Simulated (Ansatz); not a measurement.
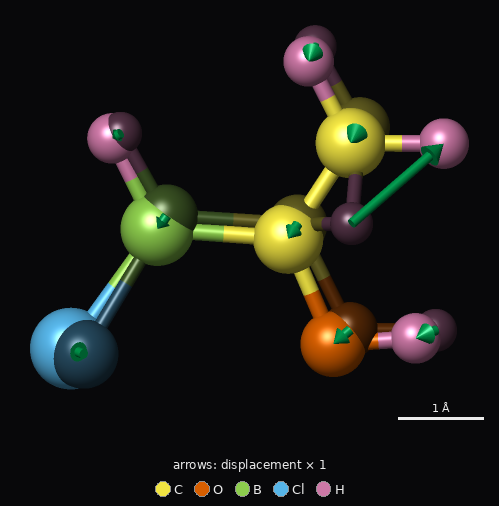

This is a relaxation of C$_{2}$H$_{4}$BClO. The starting structure is drawn faded, the final one solid; green arrows show the displacements, at their true length. The two geometries are superimposed by the best rigid fit.

Style: ball-and-stick. Shown at a tilt.

The run prepares an end point of a later path (hydrogen shift) calculation, from a guessed geometry.

Level of theory: Ansatz, RKS BLYP-D4/def2-SVP. (no spin polarisation; force threshold 0.02 eV/Å; at most 50 steps)

Q: Which element moves most?

A: Hydrogen: up to 1.58 Å, against 0.38 Å for carbon.

Q: Describe the change and its energy.

A: Over 20 accepted moves (21 points after the start) the energy falls by 5.020 eV. The largest force component goes from 3.6 to 0.013 eV/Å. The line search rejected the trial step at point 9 of the run. An H atom moves most after the best rigid fit: 1.58 Å. Largest moves by element: H 1.58 Å, C 0.38 Å, Cl 0.28 Å, O 0.26 Å, B 0.19 Å. Some distances before and after: C–H 1.090 → 2.171 Å, C–H 1.484 → 1.104 Å, B–Cl 1.914 → 1.763 Å, B–H 1.135 → 1.208 Å. Bonds break, among them: C–H (1.09 → 2.17 Å). Bond angles that change, for instance: C–O–H 116.9° → 109.0°, C–B–Cl 117.2° → 121.5°, C–C–O 120.5° → 123.9°.
